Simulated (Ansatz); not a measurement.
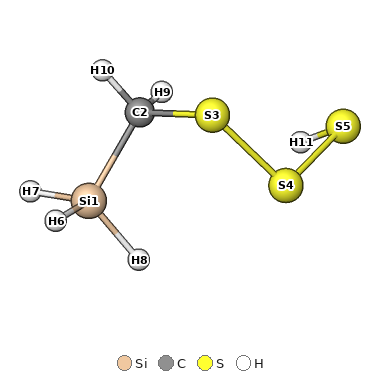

The system is CH₆S₃Si, SMILES [SiH3]CSSS; the picture shows the reference structure. 
- Coordinates scanned: (1) angle S3–S4–S5 (carried through 180); (2) change of the bonds S4–S3, S4–S5, all alike.
- Nothing is relaxed (all other coordinates rigid).
- The scan uses a 9 × 9 grid.
- Points are written as (first, second).
- All energies are given in kJ/mol relative to the lowest grid point.
- Energies and slopes of some neighbouring points disagree (a jump in structure or state, or too coarse a mesh).
- The calculation used RKS PBE0-D4/def2-SVP (Ansatz).

Its coordinates:

```xyz
11

Si   -1.4319    0.4138    0.8020
C     0.2719    0.9516    0.1726
S     1.6602   -0.0032    0.8634
S     1.3704   -1.8807    0.0758
S     2.0999   -1.8220   -1.8743
H    -1.4754    0.5748    2.2849
H    -2.4800    1.2799    0.1770
H    -1.6982   -1.0081    0.4420
H     0.3449    0.9452   -0.9276
H     0.4682    1.9899    0.4920
H     0.9354   -1.4981   -2.4873
```

Range: angle S3–S4–S5 (carried through 180) from 88.5 to 271.5°; change of the bonds S4–S3, S4–S5, all alike from −0.228 to 0.352 Å.

> Predict the map.

The lowest grid point is at (248.7°, −0.010 Å). Other grid points that lie below all their neighbours: (111.3°, −0.010 Å) (0.6 kJ/mol higher). The highest grid point, (180.0°, −0.228 Å), lies 492 kJ/mol above the lowest.

```tsv
second ↓, first →	88.5	111.3	134.2	157.1	180.0	202.9	225.8	248.7	271.5
0.352	129	125	165	232	278	223	160	123	132
0.279	95	88	130	204	258	196	125	86	99
0.207	67	54	100	182	246	174	95	53	71
0.135	46	26	76	167	243	159	71	25	51
0.062	36	7	60	162	253	154	55	6	42
−0.010	41	1	56	170	280	162	52	0	48
−0.083	67	13	71	197	332	189	66	13	76
−0.155	123	50	110	247	413	239	105	51	134
−0.228	220	124	184	330	492	323	179	126	233
```

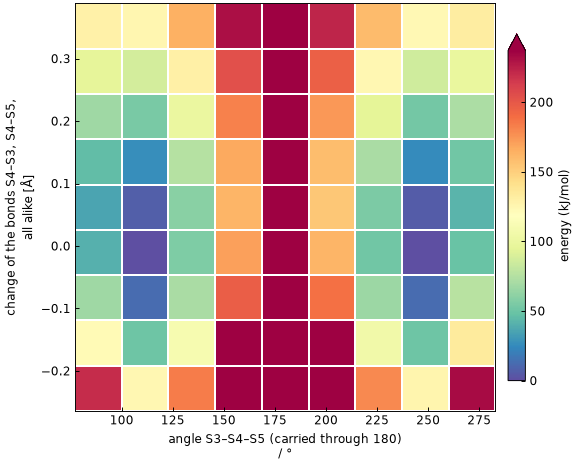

Drawn: one coloured cell a grid point, one colour for all values above the top of the scale.

Time for the 81 points that were run: 9.9 min on 1 thread of Arm Neoverse V2 (shared host).
